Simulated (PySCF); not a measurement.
C4H11GeNO

Input

```
{"job": {"kind": "uv", "xc": "wB97X-D", "basis": "def2-SVPD", "nstates": 8, "ntriplets": 3}, "charge": 0, "multiplicity": 1}
C      2.672081    -0.533043    -0.202167
C      1.451745     0.334875    -0.477430
C      0.168158    -0.404241    -0.202310
O      0.123944    -1.552654     0.234004
N     -1.007652     0.194237    -0.428824
C     -1.156647     1.532283    -0.940262
Ge    -2.337846    -1.044479     0.050164
H      2.655307    -0.886570     0.825272
H      2.669450    -1.402231    -0.854698
H      3.586251     0.031831    -0.368925
H      1.444993     0.666889    -1.519295
H      1.469813     1.230718     0.150429
H     -0.689642     2.267767    -0.279506
H     -2.221701     1.750165    -1.007197
H     -0.716129     1.630055    -1.936411
H     -2.267156    -1.341944     1.506853
H     -2.278560    -2.237376    -0.837592
H     -3.575168    -0.229965    -0.253282
```

Run with:

```sh
OMP_NUM_THREADS=1 python probes_run.py task.json out
```

Geometry: GFN2-xTB.

The calculation used PySCF 2.14.0, wB97X-D/def2-SVPD, SCF density, gas phase.

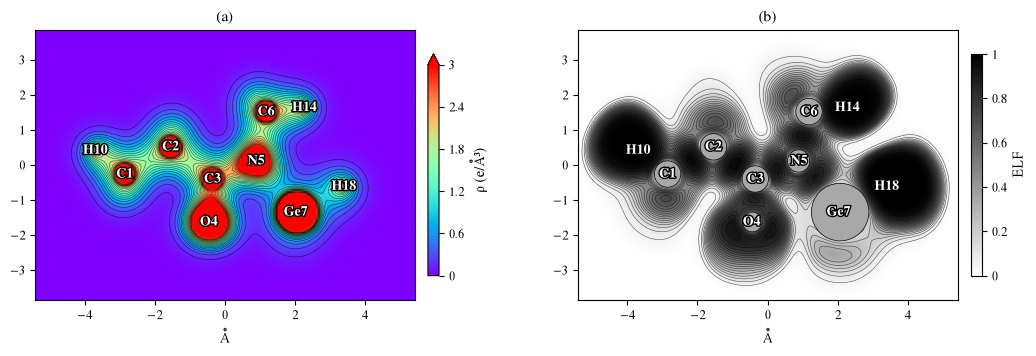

Figure 1. (a) total electron density; (b) ELF on the plane of atoms C3, N5 and Ge7. Grey discs cover the atomic cores in the ELF map.

What does the map show?

Answer. The plane passes through C, O, N, Ge and H nuclei. C–O (1.23 Å): ρ is about 3.2 e/Å³ halfway; the ELF peaks at about 0.85 between the atoms; a polar covalent bond. C–N (1.34 Å): the density is about 2.5 e/Å³ at the midpoint; the ELF peaks at about 0.90 between the atoms: localised, covalent bonding. C–C (1.51 Å): ρ at the midpoint is about 1.8 e/Å³; the ELF peaks at about 0.95 between the atoms; a shared electron pair. Ge–N (1.88 Å): the density is about 0.89 e/Å³ at the midpoint; the ELF peaks at about 0.90 in the valence shell of N, 0.7 Å from its nucleus, and is about 0.50 at the midpoint. C–H (1.09 Å): ρ is about 1.9 e/Å³ halfway; the ELF climbs to about 1 towards the hydrogen, as it does in any bond to H; a covalent bond by its length. The ELF also peaks beside O4, away from the bonds: lone-pair regions.

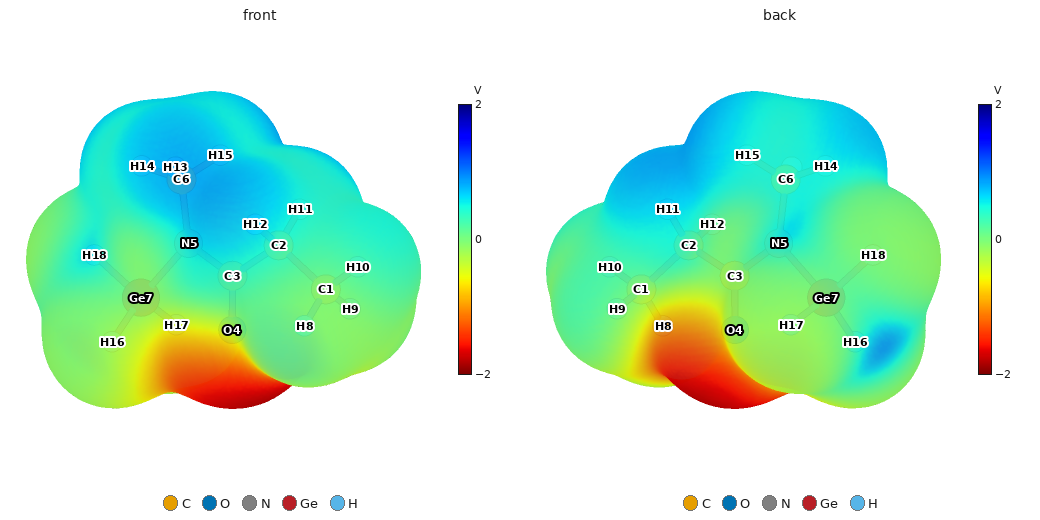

Figure 2. The molecular electrostatic potential painted on the density surface at 0.001 e/bohr³, seen from the front and from behind; the colour scale runs from red (negative) to blue (positive).

Where is the surface potential most negative and most positive?

Answer. The most negative region (about −1.8 V) lies over O4, the most positive (about +0.9 V) over the Ge and H atoms. O4 is the likeliest acceptor of a hydrogen bond.
